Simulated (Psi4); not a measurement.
## Single-point calculation, with input and output: B2H4F2

The run: single-point calculation of B2H4F2, multiplicity 3, SMILES [BH2-]1[F+][BH2-][F+]1. Method and program: B2PLYP/cc-pVDZ, UKS (Psi4 1.11).

The geometry is that of the parent species in another charge or spin state. The geometry comes from this level: PBE0-D4/def2-TZVP.

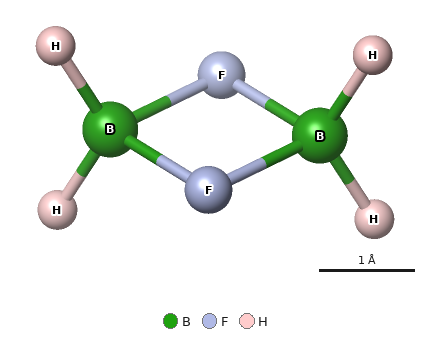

**Figure 1.** The structure (ball-and-stick view, seen at a tilt). Bond lengths as drawn: B–F 1.54 Å and B–H 1.19 Å.

Results in brief

```csv
quantity,value
outcome,converged
total energy,−251.353402 hartree
SCF energy,−251.143739 hartree
basis functions,76
⟨S²⟩,2.008
hardware,"1 thread of Intel Xeon (Sapphire Rapids), 16 GiB of memory available, shared host"
wall time,83 s
peak memory,1.6 GiB
```

The input (b2f2h4.in)
```
memory 1600 mb

molecule {
  0 3
  B     -0.488000     0.947300    -0.293800
  F      0.637300     0.536000     0.670600
  B      0.488000    -0.947200     0.293900
  F     -0.636800    -0.535900    -0.671100
  H     -0.036000     1.557300    -1.210300
  H     -1.440200     1.308400     0.322000
  H      1.440200    -1.309100    -0.321600
  H      0.035400    -1.556800     1.210300
  symmetry c1
}

set basis cc-pVDZ
set reference uks
set puream true
set scf_type df
set num_frozen_docc 4
set dft_radial_points 250
set dft_spherical_points 1202
set maxiter 100

energy("b2plyp")
```

Command:
```bash
psi4 -i b2f2h4.in -o b2f2h4.out -n 1
```

What the program printed
```
Psi4 1.11 release

   => Loading Basis Set <=

    Name: CC-PVDZ
    Role: ORBITAL
    Keyword: BASIS

         ---------------------------------------------------------
                                   SCF
                              UKS Reference
                        1 Threads,   1525 MiB Core
         ---------------------------------------------------------

  ==> Geometry <==

    Molecular point group: c1
    Full point group: C1

    Geometry (in Angstrom), charge = 0, multiplicity = 3:

       Center              X                  Y                   Z               Mass
    ------------   -----------------  -----------------  -----------------  -----------------
         B           -0.488138875292     0.947256294312    -0.293675167044    11.009305360000
         F            0.637161124708     0.535956294312     0.670724832956    18.998403162730
         B            0.487861124708    -0.947243705688     0.294024832956    11.009305360000
         F           -0.636938875292    -0.535943705688    -0.670975167044    18.998403162730
         H           -0.036138875292     1.557256294312    -1.210175167044     1.007825032230
         H           -1.440338875292     1.308356294312     0.322124832956     1.007825032230
         H            1.440061124708    -1.309143705688    -0.321475167044     1.007825032230
         H            0.035261124708    -1.556843705688     1.210424832956     1.007825032230

  Running in c1 symmetry.

  Rotational constants: A =      0.39585  B =      0.35230  C =      0.20658 [cm^-1]
  Rotational constants: A =  11867.35130  B =  10561.59759  C =   6193.02879 [MHz]
  Nuclear repulsion =  118.500675990828697

  Charge       = 0
  Multiplicity = 3
  Electrons    = 32
  Nalpha       = 17
  Nbeta        = 15

  ==> Algorithm <==

  SCF Algorithm Type is DF.
  DIIS enabled.
  MOM disabled.
  Fractional occupation disabled.
  Guess Type is SAD.
  Energy threshold   = 1.00e-06
  Density threshold  = 1.00e-06
  Integral threshold = 1.00e-12

  ==> Primary Basis <==

  Basis Set: CC-PVDZ
    Blend: CC-PVDZ
    Number of shells: 36
    Number of basis functions: 76
    Number of Cartesian functions: 80
    Spherical Harmonics?: true
    Max angular momentum: 2

  ==> DFT Potential <==

   => LibXC <=

    Version 7.1.2

   => Composite Functional: B2PLYP <=

    B2PLYP Double Hybrid Exchange-Correlation Functional

    Deriv               =              1
    GGA                 =           TRUE
    Meta                =          FALSE

    Exchange Hybrid     =           TRUE
    MP2 Hybrid          =           TRUE

   => Exchange Functionals <=

    0.4700     XC_GGA_X_B88

   => Exact (HF) Exchange <=

    0.5300               HF

   => Correlation Functionals <=

    0.7300     XC_GGA_C_LYP

   => MP2 Correlation <=

    0.2700       MP2

   => LibXC Density Thresholds  <==

    XC_GGA_C_LYP:  1.00E-14
    XC_GGA_X_B88:  1.00E-15

   => Molecular Quadrature <=

    Radial Scheme          =       TREUTLER
    Pruning Scheme         =           NONE
    Nuclear Scheme         =       TREUTLER

    Blocking Scheme        =         OCTREE
    BS radius alpha        =              1
    Pruning alpha          =              1
    Radial Points          =            250
    Spherical Points       =           1202
    Total Points           =        2256490
    Total Blocks           =          14483
    Max Points             =            256
    Max Functions          =             76
    Weights Tolerance      =       1.00E-15

   => Loading Basis Set <=

    Name: (CC-PVDZ AUX)
    Role: JKFIT
    Keyword: DF_BASIS_SCF

  ==> Integral Setup <==

  DFHelper Memory: AOs need 0.018 GiB; user supplied 0.018 GiB.
  SCF_SUBTYPE=INCORE selected. In-core MEM_DF algorithm will be used.
  Using in-core AOs.

  ==> MemDFJK: Density-Fitted J/K Matrices <==

    J tasked:                   Yes
    K tasked:                   Yes
    wK tasked:                   No
    Memory [MiB]:                18
    Algorithm:                 Core
    Schwarz Cutoff:           1E-12
    Mask sparsity (%):       0.0000
    Fitting Condition:        1E-10

   => Auxiliary Basis Set <=

  Basis Set: (CC-PVDZ AUX)
    Blend: CC-PVDZ-JKFIT
    Number of shells: 132
    Number of basis functions: 372
    Number of Cartesian functions: 424
    Spherical Harmonics?: true
    Max angular momentum: 3

  Cached 25.0% of DFT collocation blocks in 1.102 [GiB].

  Minimum eigenvalue in the overlap matrix is 6.8990613407E-03.
  Reciprocal condition number of the overlap matrix is 1.4258699004E-03.
    Using symmetric orthogonalization.

  ==> Pre-Iterations <==

  SCF Guess: Superposition of Atomic Densities via on-the-fly atomic UHF (no occupation information).

   -------------------------
    Irrep   Nso     Nmo
   -------------------------
     A         76      76
   -------------------------
    Total      76      76
   -------------------------

  ==> Iterations <==

                           Total Energy        Delta E     RMS |[F,P]|

   @DF-UKS iter SAD:  -250.72005390125716   -2.50720e+02   0.00000e+00
   @DF-UKS iter   1:  -251.11892112297812   -3.98867e-01   2.56872e-03 DIIS/ADIIS
   @DF-UKS iter   2:  -251.13965310924664   -2.07320e-02   1.32670e-03 DIIS/ADIIS
   @DF-UKS iter   3:  -251.14319421983771   -3.54111e-03   4.76497e-04 DIIS/ADIIS
   @DF-UKS iter   4:  -251.14366427006979   -4.70050e-04   1.40076e-04 DIIS/ADIIS
   @DF-UKS iter   5:  -251.14373135115619   -6.70811e-05   3.45470e-05 DIIS
   @DF-UKS iter   6:  -251.14373814701949   -6.79586e-06   1.01279e-05 DIIS
   @DF-UKS iter   7:  -251.14373915811461   -1.01110e-06   4.24028e-06 DIIS
   @DF-UKS iter   8:  -251.14373921642161   -5.83070e-08   3.16178e-06 DIIS
   @DF-UKS iter   9:  -251.14373926850993   -5.20883e-08   3.21984e-07 DIIS
  Energy and wave function converged.

  ==> Post-Iterations <==

   Electrons on quadrature grid:
      Nalpha   =   17.0000000028 ; deviation = 2.824e-09
      Nbeta    =   14.9999999998 ; deviation = -1.897e-10
      Ntotal   =   32.0000000026 ; deviation = 2.635e-09

   @Spin Contamination Metric:   7.625020390E-03
   @S^2 Expected:                2.000000000E+00
   @S^2 Observed:                2.007625020E+00
   @S   Expected:                1.000000000E+00
   @S   Observed:                1.000000000E+00

    Orbital Energies [Eh]
    ---------------------

    Alpha Occupied:

       1A    -25.465089     2A    -25.465077     3A     -7.202331
       4A     -7.202245     5A     -1.489190     6A     -1.432623
       7A     -0.752551     8A     -0.741524     9A     -0.672808
      10A     -0.672006    11A     -0.605662    12A     -0.581488
      13A     -0.578553    14A     -0.508606    15A     -0.475895
      16A     -0.438055    17A     -0.085869

    Alpha Virtual:

      18A      0.095704    19A      0.110682    20A      0.164978
      21A      0.185356    22A      0.194134    23A      0.232296
      24A      0.241707    25A      0.264434    26A      0.350313
      27A      0.367033    28A      0.374192    29A      0.379819
      30A      0.445465    31A      0.487297    32A      0.580496
      33A      0.607567    34A      0.680549    35A      0.680698
      36A      0.683396    37A      0.687181    38A      0.742369
      39A      0.785075    40A      0.998595    41A      1.103604
      42A      1.122799    43A      1.124217    44A      1.133323
      45A      1.232360    46A      1.282504    47A      1.345697
      48A      1.432438    49A      1.465840    50A      1.531776
      51A      1.546218    52A      1.638119    53A      1.664290
      54A      1.718017    55A      1.731141    56A      1.761543
      57A      1.846328    58A      1.926533    59A      1.979208
      60A      2.122723    61A      2.231946    62A      2.296168
      63A      2.415101    64A      2.431859    65A      2.436622
      66A      2.680041    67A      3.640538    68A      3.734737
      69A      3.803094    70A      3.804763    71A      3.853669
      72A      3.859831    73A      3.891379    74A      3.955601
      75A      3.996101    76A      4.016406

    Beta Occupied:

       1A    -25.456877     2A    -25.456858     3A     -7.196446
       4A     -7.196402     5A     -1.469388     6A     -1.410380
       7A     -0.731395     8A     -0.730986     9A     -0.659219
      10A     -0.626602    11A     -0.571685    12A     -0.549394
      13A     -0.514944    14A     -0.466772    15A     -0.384794

    Beta Virtual:

      16A     -0.247587    17A      0.077319    18A      0.119239
      19A      0.148403    20A      0.174255    21A      0.203925
      22A      0.206693    23A      0.250895    24A      0.255854
      25A      0.278135    26A      0.370558    27A      0.379960
      28A      0.405120    29A      0.418613    30A      0.457573
      31A      0.509146    32A      0.606126    33A      0.624201
      34A      0.705335    35A      0.705465    36A      0.707462
      37A      0.722655    38A      0.788840    39A      0.799285
      40A      1.025098    41A      1.121124    42A      1.137168
      43A      1.140866    44A      1.162414    45A      1.260717
      46A      1.309265    47A      1.370498    48A      1.456089
      49A      1.482246    50A      1.542169    51A      1.562007
      52A      1.658503    53A      1.692591    54A      1.727354
      55A      1.753017    56A      1.786385    57A      1.867063
      58A      1.946677    59A      2.002641    60A      2.141647
      61A      2.251828    62A      2.321622    63A      2.440061
      64A      2.441806    65A      2.458637    66A      2.694226
      67A      3.644482    68A      3.752370    69A      3.816761
      70A      3.825725    71A      3.869516    72A      3.874983
      73A      3.908815    74A      3.957936    75A      4.000403
      76A      4.025777

    Final Occupation by Irrep:
              A
    DOCC [    15 ]
    SOCC [     2 ]
    NA   [    17 ]
    NB   [    15 ]

  @DF-UKS Final Energy:  -251.14373926850993

   => Energetics <=

    Nuclear Repulsion Energy =            118.5006759908286966
    One-Electron Energy =                -581.0146256088227119
    Two-Electron Energy =                 225.9498052082046513
    DFT Exchange-Correlation Energy =     -14.5795948587205739
    Empirical Dispersion Energy =           0.0000000000000000
    VV10 Nonlocal Energy =                  0.0000000000000000
    Total Energy =                       -251.1437392685099326

  UHF NO Occupations:
  HONO-2 :   15  A 1.9989375
  HONO-1 :   16  A 1.0000000
  HONO-0 :   17  A 1.0000000
  LUNO+0 :   18  A 0.0010625
  LUNO+1 :   19  A 0.0007044
  LUNO+2 :   20  A 0.0005692
  LUNO+3 :   21  A 0.0005565

Computation Completed

Properties will be evaluated at   0.000000,   0.000000,   0.000000 [a0]

Properties computed using the SCF density matrix

 Multipole Moments:

 ------------------------------------------------------------------------------------
     Multipole            Electronic (a.u.)      Nuclear  (a.u.)        Total (a.u.)
 ------------------------------------------------------------------------------------

 L = 1.  Multiply by 2.5417464519 to convert [e a0] to [Debye]
 Dipole X            :          0.0011612           -0.0010280            0.0001332
 Dipole Y            :         -0.0001373           -0.0003753           -0.0005125
 Dipole Z            :         -0.0005340            0.0007458            0.0002118
 Magnitude           :                                                    0.0005704

 ------------------------------------------------------------------------------------

	total time  =         81 seconds =       1.35 minutes

   => Loading Basis Set <=

    Name: (CC-PVDZ AUX)
    Role: RIFIT
    Keyword: DF_BASIS_MP2

	 --------------------------------------------------------
	                          DF-MP2
	      2nd-Order Density-Fitted Moller-Plesset Theory
	              UMP2 Wavefunction,   1 Threads

	 --------------------------------------------------------

	 --------------------------------------------------------
	                 NBF =    76, NAUX =   280
	 --------------------------------------------------------
	   CLASS    FOCC     OCC    AOCC    AVIR     VIR    FVIR
	   ALPHA       4      17      13      59      59       0
	    BETA       4      15      11      61      61       0
	 --------------------------------------------------------

	-----------------------------------------------------------
	 ==================> DF-MP2 Energies <====================
	-----------------------------------------------------------
	 Reference Energy          =    -251.1437392685099326 [Eh]
	 Singles Energy            =      -0.0000000000000000 [Eh]
	 Same-Spin Energy          =      -0.2047090879620862 [Eh]
	 Opposite-Spin Energy      =      -0.5718191913973288 [Eh]
	 Correlation Energy        =      -0.7765282793594150 [Eh]
	 Total Energy              =    -251.9202675478693436 [Eh]
	-----------------------------------------------------------
	 ================> DF-SCS-MP2 Energies <==================
	-----------------------------------------------------------
	 SCS Same-Spin Scale       =       0.3333333333333333 [-]
	 SCS Opposite-Spin Scale   =       1.2000000000000000 [-]
	 SCS Same-Spin Energy      =      -0.0682363626540287 [Eh]
	 SCS Opposite-Spin Energy  =      -0.6861830296767946 [Eh]
	 SCS Correlation Energy    =      -0.7544193923308233 [Eh]
	 SCS Total Energy          =    -251.8981586608407497 [Eh]
	-----------------------------------------------------------

    B2PLYP Energy Summary
    ---------------------
    DFT Reference Energy                  =  -251.1437392685099326
    Scaled MP2 Correlation                =    -0.2096626354270421
    @Final double-hybrid DFT total energy =  -251.3534019039369696

	total time  =          0 seconds =       0.00 minutes

    Psi4 run time: 0:01:21.21
```
